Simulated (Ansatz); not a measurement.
# Nudged elastic band of Al$_{2}$SiH$_{6}$S (part 1 of 2)

- system: Al$_{2}$SiH$_{6}$S
- method: RKS PBE0-D4/def2-SVP (Ansatz 0.2.0)

The run did not end well. It belongs to a series of runs on one base structure; here: band between the two ends. Figures and captions count atoms from 1; the log counts them from 0 in places.

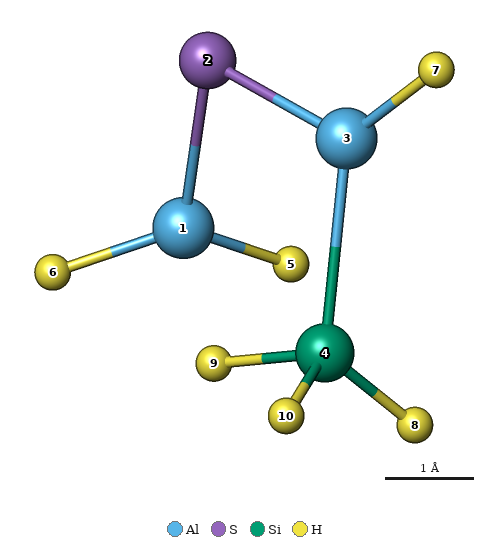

The starting structure (ball-and-stick view, seen at a tilt; atoms are numbered from 1 in the order of the input). Sticks mark near contacts.

**Input file**
```yaml
crystal:
  periodic: [false, false, false]
  atoms:
    - { symbol: Al, position_ang: [-0.991047, 1.098502, -0.949799] }
    - { symbol: S, position_ang: [1.14064, 1.809761, -1.078849] }
    - { symbol: Al, position_ang: [1.858939, -0.017522, -0.184196] }
    - { symbol: Si, position_ang: [-0.061223, -1.037674, 0.967256] }
    - { symbol: H, position_ang: [-1.348219, -0.151412, -1.867329] }
    - { symbol: H, position_ang: [-2.063994, 2.127176, -0.400185] }
    - { symbol: H, position_ang: [3.360028, -0.515376, -0.168423] }
    - { symbol: H, position_ang: [-0.650317, -2.326457, 0.497179] }
    - { symbol: H, position_ang: [-1.173641, 0.001581, 0.724368] }
    - { symbol: H, position_ang: [0.012034, -1.039679, 2.462878] }
basis:
  gaussian: { orbitals: def2-SVP }
hamiltonian:
  xc: pbe0
  dispersion: d4
neb:
  order_check: false
  images: 9
  f_tol: 0.03
  max_iterations: 60
  initial_path: idpp
  final_atoms:
    - { symbol: Al, position_ang: [-0.9467985, 1.31103137, -0.67865547] }
    - { symbol: S, position_ang: [1.03325398, 1.27372869, -1.74720626] }
    - { symbol: Al, position_ang: [1.83955727, -0.11778766, -0.30889282] }
    - { symbol: Si, position_ang: [-0.08564277, -1.15828828, 0.81494463] }
    - { symbol: H, position_ang: [-0.92456347, 1.96216595, 0.77310255] }
    - { symbol: H, position_ang: [-2.25232927, 1.18889209, -1.56807078] }
    - { symbol: H, position_ang: [3.36757791, -0.4803848, -0.12503619] }
    - { symbol: H, position_ang: [-0.30258183, -2.60846857, 0.51193842] }
    - { symbol: H, position_ang: [-1.27562123, -0.51847492, 0.07260171] }
    - { symbol: H, position_ang: [-0.36965208, -0.90351388, 2.2581742] }
```

Run on 2 threads of Intel Xeon (Sapphire Rapids), 16 GiB of memory available, shared host.

Run as:
```bash
ansatz run input.yaml --threads 2 --pin off --max-ram 3072MiB --backend cpu --events-out ev --progress --plain --runs-dir out
```

**Log**
```
Engine: ansatz 0.2.0, x86_64-unknown-linux-gnu
Functional definition: PBE0
  parameter a = 0.25
  parameter kappa = 0.804
  parameter beta = 0.06672455060314922
  exchange = (1 - a)*pbe_x(kappa = kappa, mu = beta*pi^2/3) + a*exact_x
  correlation = pbe_c(beta = beta)
1026 factors; integrals over basis functions are off by at most 3.7e-4 eV
mean field evaluation 1: about -31981.5721 eV, gradient 1.8e1 eV
mean field evaluation 2: about -31981.4590 eV, gradient 1.9e1 eV
mean field evaluation 4: about -31982.6370 eV, gradient 5.1e-1 eV
mean field evaluation 8: about -31982.6387 eV, gradient 6.2e-3 eV
mean field -31982.63873255 eV, -1175.3402948102 hartree, gradient 2.8e-5 eV, S^2 0.000000; 0 other end points of the search recorded, 0 dependent functions left out
the calculation of the forces begins
reference -31982.63876702 eV, -1175.3402960769 hartree; 31, 31 occupied and 71, 71 virtual orbitals, 1026 factors
1026 factors; integrals over basis functions are off by at most 5.2e-4 eV
mean field evaluation 16: about -31981.4566 eV, gradient 1.9e1 eV
mean field -31982.63861381 eV, -1175.3402904465 hartree, gradient 2.8e-5 eV, S^2 0.000000; 0 other end points of the search recorded, 0 dependent functions left out
[... from here on the field's lines of each further geometry are left out, up to the last ...]
NEB iter   1: max|band force component| = 1.283e0 eV/Å  barrier→ = 1.7495 eV  barrier← = 1.7495 eV  Δτ_max = 0.2000 Å  (258 SCF iters)
NEB iter   2: max|band force component| = 6.807e-1 eV/Å  barrier→ = 1.1938 eV  barrier← = 1.1938 eV  Δτ_max = 0.1990 Å  (232 SCF iters)
NEB iter   3: max|band force component| = 6.084e-1 eV/Å  barrier→ = 0.7769 eV  barrier← = 0.7768 eV  Δτ_max = 0.2000 Å  (232 SCF iters)
NEB iter   4: max|band force component| = 7.827e-1 eV/Å  barrier→ = 0.5755 eV  barrier← = 0.5755 eV  Δτ_max = 0.1002 Å  (222 SCF iters)
NEB iter   5: max|band force component| = 5.452e-1 eV/Å  barrier→ = 0.4588 eV  barrier← = 0.4588 eV  Δτ_max = 0.1978 Å  (204 SCF iters)
NEB iter   6: max|band force component| = 3.926e-1 eV/Å  barrier→ = 0.3197 eV  barrier← = 0.3197 eV  CI = image 5  Δτ_max = 0.1965 Å  (210 SCF iters)
NEB iter   7: max|band force component| = 2.725e-1 eV/Å  barrier→ = 0.2425 eV  barrier← = 0.2425 eV  CI = image 5  Δτ_max = 0.1957 Å  (198 SCF iters)
NEB iter   8: max|band force component| = 3.493e-1 eV/Å  barrier→ = 0.1677 eV  barrier← = 0.1677 eV  CI = image 5  Δτ_max = 0.1954 Å  (213 SCF iters)
NEB iter   9: max|band force component| = 5.040e-1 eV/Å  barrier→ = 0.1314 eV  barrier← = 0.1313 eV  CI = image 5  Δτ_max = 0.1013 Å  (200 SCF iters)
NEB iter  10: max|band force component| = 2.354e-1 eV/Å  barrier→ = 0.1159 eV  barrier← = 0.1159 eV  CI = image 2  Δτ_max = 0.1983 Å  (209 SCF iters)
NEB iter  11: max|band force component| = 3.650e-1 eV/Å  barrier→ = 0.1076 eV  barrier← = 0.1075 eV  CI = image 8  Δτ_max = 0.2000 Å  (208 SCF iters)
NEB iter  12: max|band force component| = 5.168e-1 eV/Å  barrier→ = 0.1088 eV  barrier← = 0.1088 eV  CI = image 2  Δτ_max = 0.2000 Å  (214 SCF iters)
NEB iter  13: max|band force component| = 3.083e-1 eV/Å  barrier→ = 0.1074 eV  barrier← = 0.1074 eV  CI = image 8  Δτ_max = 0.1981 Å  (207 SCF iters)
NEB iter  14: max|band force component| = 5.265e-1 eV/Å  barrier→ = 0.1057 eV  barrier← = 0.1056 eV  CI = image 5  Δτ_max = 0.0995 Å  (209 SCF iters)
NEB iter  15: max|band force component| = 4.022e-1 eV/Å  barrier→ = 0.1050 eV  barrier← = 0.1050 eV  CI = image 5  Δτ_max = 0.1979 Å  (205 SCF iters)
NEB iter  16: max|band force component| = 9.508e-2 eV/Å  barrier→ = 0.1050 eV  barrier← = 0.1050 eV  CI = image 5  Δτ_max = 0.1138 Å  (205 SCF iters)
NEB iter  17: max|band force component| = 8.850e-2 eV/Å  barrier→ = 0.1050 eV  barrier← = 0.1050 eV  CI = image 5  Δτ_max = 0.1990 Å  (197 SCF iters)
NEB iter  18: max|band force component| = 8.474e-2 eV/Å  barrier→ = 0.1050 eV  barrier← = 0.1049 eV  CI = image 5  Δτ_max = 0.0685 Å  (203 SCF iters)
NEB iter  19: max|band force component| = 5.687e-2 eV/Å  barrier→ = 0.1050 eV  barrier← = 0.1050 eV  CI = image 5  Δτ_max = 0.1993 Å  (196 SCF iters)
NEB iter  20: max|band force component| = 1.956e-1 eV/Å  barrier→ = 0.1050 eV  barrier← = 0.1050 eV  CI = image 5  Δτ_max = 0.1001 Å  (209 SCF iters)
NEB iter  21: max|band force component| = 2.904e-1 eV/Å  barrier→ = 0.1051 eV  barrier← = 0.1050 eV  CI = image 5  Δτ_max = 0.0502 Å  (199 SCF iters)
NEB iter  22: max|band force component| = 6.061e-2 eV/Å  barrier→ = 0.1051 eV  barrier← = 0.1051 eV  CI = image 5  Δτ_max = 0.1002 Å  (196 SCF iters)
NEB iter  23: max|band force component| = 4.382e-2 eV/Å  barrier→ = 0.1051 eV  barrier← = 0.1051 eV  CI = image 5  Δτ_max = 0.0692 Å  (196 SCF iters)
NEB iter  24: max|band force component| = 3.824e-2 eV/Å  barrier→ = 0.1051 eV  barrier← = 0.1051 eV  CI = image 5  Δτ_max = 0.0921 Å  (194 SCF iters)
NEB iter  25: max|band force component| = 4.905e-2 eV/Å  barrier→ = 0.1051 eV  barrier← = 0.1051 eV  CI = image 5  Δτ_max = 0.0463 Å  (192 SCF iters)
the calculation of the forces begins
reference -31982.55611745 eV, -1175.3372587610 hartree; 31, 31 occupied and 71, 71 virtual orbitals, 1026 factors
1026 factors; integrals over basis functions are off by at most 5.4e-4 eV
mean field -31982.56257603 eV, -1175.3374961096 hartree, gradient 1.8e-5 eV, S^2 0.000000; 1 other end points of the search recorded, 0 dependent functions left out
the calculation of the forces begins
reference -31982.56261125 eV, -1175.3374974041 hartree; 31, 31 occupied and 71, 71 virtual orbitals, 1026 factors
NEB iter  26: max|band force component| = 2.903e-2 eV/Å  barrier→ = 0.1051 eV  barrier← = 0.1051 eV  CI = image 5  Δτ_max = 0.0000 Å  (396 SCF iters)
```

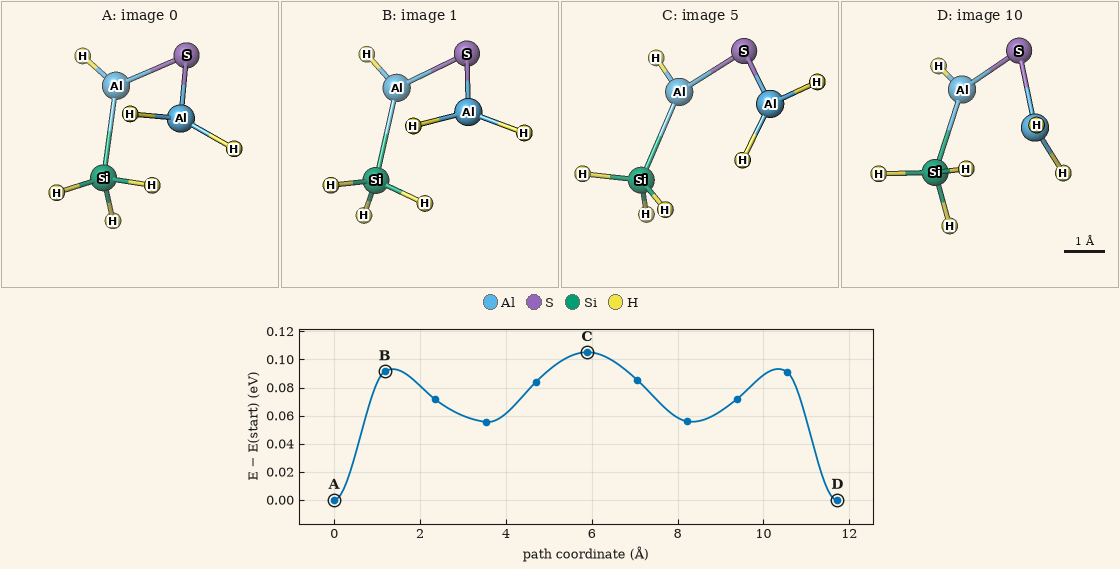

Images of the last band (counted from 0; ball-and-stick, seen at an oblique angle) above the energy along the path; the line is a cubic interpolation that uses the forces. The highest image is number 5, 0.105 eV above the start and 0.105 eV above the end (the climbing image); start and end have the same energy. The path is 11.72 Å long. The band had not converged after 26 iterations.
